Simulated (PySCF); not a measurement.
# ScF₃: structure of the singlet

Where does singlet ScF₃ go from a trigonal pyramidal start, is the end point a minimum, and what are its modes, charges and moments?

Method: PBE0, basis Sc def2-TZVP, F def2-TZVP, no relativity, density fitting; program: PySCF 2.14.0.

## Step 1: Where the work starts

4 atoms, charge 0, spin multiplicity 1.

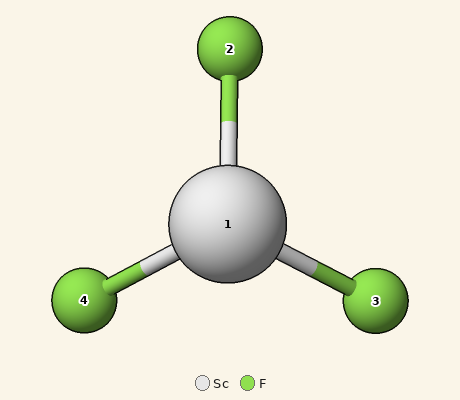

The starting geometry (scandium white, fluorine green); atoms are numbered from 1 in the order of the file.

Coordinates in bohr (charge 0 multiplicity 1):
```
Sc    0.0000    0.0000    0.0000
F     3.5372    0.0000    1.8808
F    -1.7686    3.0634    1.8808
F    -1.7686   -3.0634    1.8808
```

## Step 2: First SCF at the start

The steps below are one call of a driver around PySCF. For each, scf.py gives the equivalent set-up of the SCF; relaxations use the driver's own optimiser. After this first run the driver tries any further starts and a stability analysis.

scf.py reads:

```python
from pyscf import gto, scf, dft
mol = gto.M(atom='''
Sc     0.000000     0.000000     0.000000
F      1.871800     0.000000     0.995300
F     -0.935900     1.621100     0.995300
F     -0.935900    -1.621100     0.995300''',
    basis={'Sc': 'def2-TZVP', 'F': 'def2-TZVP'},
    charge=0, spin=0)
mf = dft.RKS(mol, xc='PBE0')
mf.grids.atom_grid = (50, 194)
aux = {'Sc': 'def2-universal-JKFIT', 'F': 'def2-universal-JKFIT'}
mf = mf.density_fit(auxbasis=aux)
mf.conv_tol = 1e-08
mf.diis_space = 10
mf.max_cycle = 60
mf.init_guess = 'minao'
mf.verbose = 4
mf.kernel()
```

The run is started by

```sh
$ OMP_NUM_THREADS=4 python axn.py task.json out
```

The program printed:

```text
init E= -1059.44513304547
  HOMO = -0.539690825793869  LUMO = -0.302128051580823  gap/eV = 6.46441
cycle= 1 E= -1059.86986526216  delta_E= -0.425  |g|= 0.988  |ddm|= 2.27
  HOMO = -0.20232422377766  LUMO = -0.183672838681405  gap/eV = 0.50753
cycle= 2 E= -1056.32143139965  delta_E= 3.55  |g|= 5.01  |ddm|= 2.13
  HOMO = -0.303017123053886  LUMO = -0.106129873041626  gap/eV = 5.35757
cycle= 3 E= -1060.00170573692  delta_E= -3.68  |g|= 0.575  |ddm|=  1.7
  HOMO = -0.361510040500451  LUMO = -0.168200717300469  gap/eV = 5.26021
cycle= 4 E= -1060.03967455015  delta_E= -0.038  |g|= 0.198  |ddm|= 0.327
  HOMO = -0.366280100235912  LUMO = -0.152174772338821  gap/eV = 5.82610
cycle= 5 E= -1060.04755470211  delta_E= -0.00788  |g|= 0.0339  |ddm|= 0.0892
  HOMO = -0.369209097722298  LUMO = -0.149481263477553  gap/eV = 5.97910
cycle= 6 E= -1060.0477991871  delta_E= -0.000244  |g|= 0.00267  |ddm|= 0.0211
  HOMO = -0.369212413168892  LUMO = -0.149701928557583  gap/eV = 5.97318
cycle= 7 E= -1060.04780049321  delta_E= -1.31e-06  |g|= 0.00105  |ddm|= 0.00169
  HOMO = -0.36919891242331  LUMO = -0.149750873885162  gap/eV = 5.97149
cycle= 8 E= -1060.0478006087  delta_E= -1.15e-07  |g|= 0.000782  |ddm|= 0.000766
  HOMO = -0.369195116850385  LUMO = -0.149752254885526  gap/eV = 5.97134
cycle= 9 E= -1060.04780070934  delta_E= -1.01e-07  |g|= 6.38e-05  |ddm|= 0.000368
  HOMO = -0.369190174116577  LUMO = -0.149743904390029  gap/eV = 5.97144
cycle= 10 E= -1060.0478007108  delta_E= -1.46e-09  |g|= 9.57e-06  |ddm|= 8.54e-05
  HOMO = -0.369188512408198  LUMO = -0.149744596880477  gap/eV = 5.97137
Extra cycle  E= -1060.04780071076  delta_E= 3.62e-11  |g|= 2.01e-05  |ddm|= 1.54e-05
converged SCF energy = -1060.04780071076
```

This step, with its further starts and checks, took 6.5 s on 4 threads of Intel Xeon 6975P-C (Granite Rapids), shared host.

Energies from each starting density:

```
                      start   energy (Eh)
    the minimal-basis guess  -1060.047801
a thermally smeared density  -1060.047801
      a smeared PBE density  -1060.047801
```

No lower closed-shell solution turned up from the other starts or in the test of internal stability.

## Step 3: Relaxing the singlet from the trigonal pyramidal start

The program finds C3v symmetry in the start, which this walk keeps.

Edit scf.py of step 2 so:

```diff
@@ -3,4 +3,4 @@
-Sc     0.000000     0.000000     0.000000
-F      1.871800     0.000000     0.995300
-F     -0.935900     1.621100     0.995300
-F     -0.935900    -1.621100     0.995300''',
+Sc    -0.000000    -0.000000    -0.556417
+F      1.871843    -0.000000     0.438883
+F     -0.935921     1.621063     0.438883
+F     -0.935921    -1.621063     0.438883''',
@@ -16 +15,0 @@
-mf.init_guess = 'minao'
```

The optimiser's trace:

```
step   energy (Eh)  change (kJ/mol)  largest symmetric gradient (Eh/bohr)
   0  -1060.047801             0.00                               0.14488
   1  -1060.123066          -197.61                               0.08052
   2  -1060.140617          -243.69                               0.04360
   3  -1060.150686          -270.13                               0.01815
   4  -1060.152762          -275.58                               0.01370
   5  -1060.154647          -280.53                               0.00717
   6  -1060.154944          -281.31                               0.00138
   7  -1060.154994          -281.43                               0.00062
   8  -1060.155008          -281.47                               0.00033
   9  -1060.155010          -281.48                               0.00011
```

The walk took 13 s.

Positions (Å) and forces (eV/Å) along the way:

```
step 0
Sc   0.000   0.000  -0.556  -0.041   0.000   7.450
F    1.872   0.000   0.439  -3.352   0.000  -2.457
F   -0.936   1.621   0.439   1.696  -2.927  -2.497
F   -0.936  -1.621   0.439   1.696   2.927  -2.497
step 1
Sc   0.000   0.000  -0.361  -0.008   0.000   4.141
F    1.815   0.000   0.374  -2.319   0.000  -1.425
F   -0.907   1.572   0.374   1.164  -2.017  -1.357
F   -0.907  -1.572   0.374   1.164   2.017  -1.357
step 5
Sc   0.000   0.000   0.041   0.023   0.000   0.204
F    1.840   0.000   0.240  -0.367   0.000  -0.095
F   -0.920   1.594   0.240   0.172  -0.327  -0.055
F   -0.920  -1.594   0.240   0.172   0.327  -0.055
step 9
Sc   0.000   0.000   0.085  -0.001   0.000   0.004
F    1.832   0.000   0.225  -0.005   0.000  -0.029
F   -0.916   1.587   0.225   0.003  -0.005   0.012
F   -0.916  -1.587   0.225   0.003   0.005   0.012
```

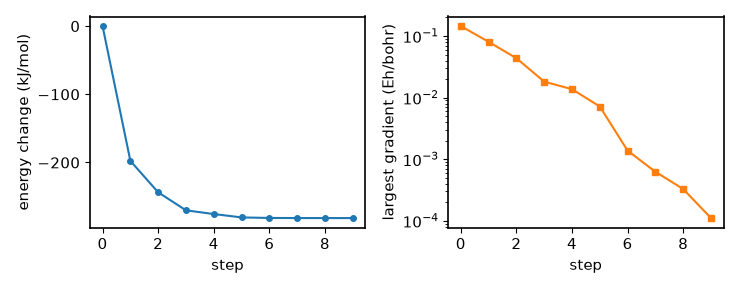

Energy and largest gradient along the walk.

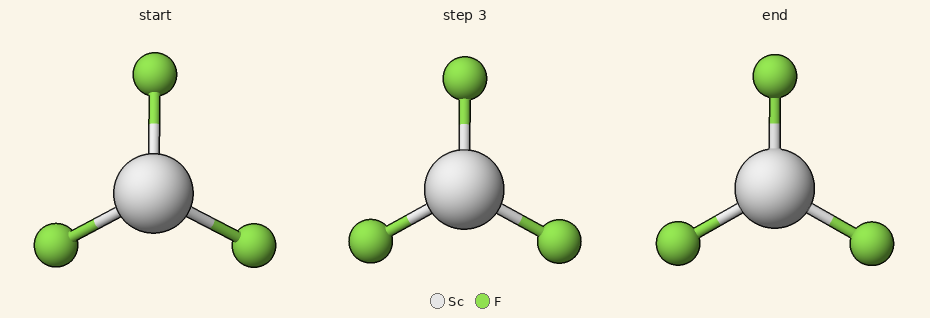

Start and end of the relaxation, with a step between.

It settles in C3v symmetry, 281.5 kJ/mol below the start, after 9 steps: Sc–F 1.838 Å (×3); F–Sc–F 119.4° (×3).

## Step 4: Hessian and properties

The point is checked on the finer grid, and tightened if its gradient asks for it. The Hessian and the dipole derivatives come from central differences of analytic gradients, with steps of 0.02 bohr.

Edit scf.py of step 3 so:

```diff
@@ -3,4 +3,4 @@
-Sc    -0.000000    -0.000000    -0.556417
-F      1.871843    -0.000000     0.438883
-F     -0.935921     1.621063     0.438883
-F     -0.935921    -1.621063     0.438883''',
+Sc    -0.000000     0.000000    -0.000000
+F      1.837883    -0.000000    -0.000000
+F     -0.918942     1.591653    -0.000000
+F     -0.918942    -1.591653     0.000000''',
@@ -10 +10 @@
-mf.grids.atom_grid = (50, 194)
+mf.grids.atom_grid = (75, 302)
@@ -13 +13 @@
-mf.conv_tol = 1e-08
+mf.conv_tol = 1e-10
```

This SCF starts from the last density.

SCF at the final geometry:

```text
init E= -1060.15532952472
  HOMO = -0.411454821729752  LUMO = -0.0966180159040338  gap/eV = 8.56715
cycle= 1 E= -1060.15532952469  delta_E= 3.91e-11  |g|= 1.92e-05  |ddm|= 1.16e-05
  HOMO = -0.411456363882402  LUMO = -0.0966170592401626  gap/eV = 8.56721
cycle= 2 E= -1060.15532952454  delta_E= 1.47e-10  |g|= 3.63e-05  |ddm|= 2.18e-05
  HOMO = -0.411455283303605  LUMO = -0.0966177293942086  gap/eV = 8.56717
cycle= 3 E= -1060.15532952474  delta_E= -2.04e-10  |g|= 8.65e-07  |ddm|= 1.43e-05
  HOMO = -0.411455338193695  LUMO = -0.096617695732681  gap/eV = 8.56717
cycle= 4 E= -1060.15532952474  delta_E= 9.09e-13  |g|= 1.23e-07  |ddm|= 3.78e-07
  HOMO = -0.411455321759239  LUMO = -0.0966177060383236  gap/eV = 8.56717
Extra cycle  E= -1060.15532952474  delta_E= -9.09e-13  |g|= 1.99e-07  |ddm|= 1.32e-07
converged SCF energy = -1060.15532952474
```

The whole step took 26 s.

Geometry: D3h; Sc–F 1.838 Å (×3); F–Sc–F 120.0° (×3).

Modes, for the most abundant isotopes:

```csv
symmetry,ω (cm⁻¹),IR (km/mol),μ (u),type
a2'',91,123,28.05,bend
e',168,30.9,20.65,bend
a1',630,0.0,19.00,stretch
e',729,615,25.09,stretch
```

No imaginary mode, so this is a minimum.

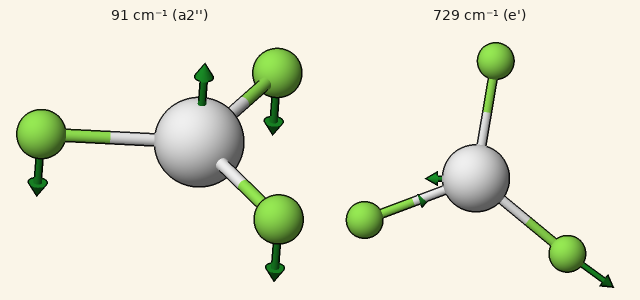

How the atoms move in 2 of the modes.

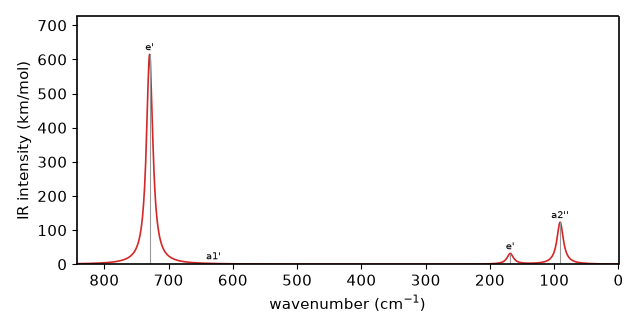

The harmonic infrared spectrum (widths in cm⁻¹). Lines are broadened to a width of 12 cm⁻¹ (Lorentzian).

Constants and moments:

```
Dipole moment                                                   : 0.00 D
Highest occupied level                                          : -11.20 eV
Lowest empty level                                              : -2.63 eV
Rotational constants                                            : 0.1751, 0.1751, 0.08756 cm⁻¹
Zero-point energy                                               : 15.1 kJ/mol
Principal polarisabilities                                      : 16.3, 27.8, 27.8 bohr³
Atomisation energy without zero-point energy                    : 1860 kJ/mol
Principal traceless quadrupole moments about the centre of mass : -6.99, -6.99, 13.99 D Å
Entropy at 298.15 K and 1 bar                                   : 299.7 J/(mol K)
Heat capacity Cp at 298.15 K                                    : 67.7 J/(mol K)
Enthalpy at 298.15 K above 0 K                                  : 16.02 kJ/mol
Rotational symmetry number                                      : 6
```

Populations by atom (charges in e):

```json
{"atom": "Sc1", "Mulliken": "1.51", "Löwdin": "0.66", "polar tensor": "2.43", "Mayer order to Sc1": "–"}
{"atom": "F2,3,4", "Mulliken": "-0.50", "Löwdin": "-0.22", "polar tensor": "-0.81", "Mayer order to Sc1": "0.88"}
```

Mulliken populations on Sc1: s 6.08, p 12.21, d 1.09, f 0.11.

## Step 5: Would spin polarisation lower it?

At the lowest minimum the closed shell is tested against spin polarisation, on the (50, 194) grid. It is stable.

## Step 6: What came out

```
                                 quantity                                     value
                                  minimum                              singlet, D3h
                                 geometry     Sc–F 1.838 Å (×3); F–Sc–F 120.0° (×3)
                       wavenumbers (cm⁻¹)  91 (a2''), 168 (e'), 630 (a1'), 729 (e')
                            dipole moment                                    0.00 D
     highest occupied, lowest empty level                          -11.20, -2.63 eV
               polar-tensor charge of Sc1                                   +2.43 e
                        zero-point energy                               15.1 kJ/mol
                      entropy at 298.15 K                           299.7 J/(mol K)
atomisation energy (no zero-point energy)                               1860 kJ/mol
```

The trigonal pyramidal start (C3v) ends in a minimum of D3h symmetry. The strongest infrared band lies at 729 cm⁻¹ (e', stretch). The dipole vanishes although Sc1 carries +2.4 e by the polar tensor: the bond dipoles cancel. Other starts or spin states, not run here, may lie lower.

The search up to here took 48 s on 4 threads of Intel Xeon 6975P-C (Granite Rapids), shared host.
